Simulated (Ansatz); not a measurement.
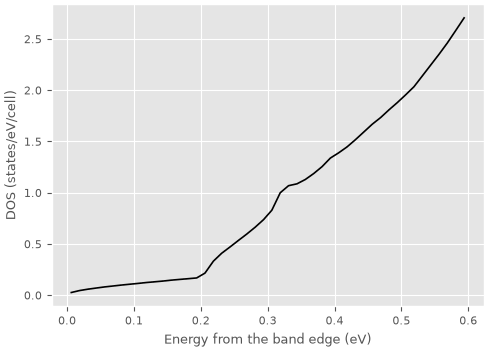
*Density of states of SiS$_{2}$ (I-42d) above the conduction band minimum, PBEsol, rigid bands (Ansatz, a first-principles code); cell volume 130.2 Å³.*

### Question
What effective density of states at 300 K does this give (∫ g(E) exp(−E/k_BT) dE, both spins, divided by the cell's size)?

### Answer
9.7e18 cm⁻³, a density-of-states mass of 0.53 mₑ, valleys and band degeneracy included.

Spin-orbit coupling is left out. Geometry: cell and atoms relaxed with PBEsol.

Formula and space group known from diffraction (Crystallography Open Database), not checked to be the room-temperature form: SiS2 (I-42d).
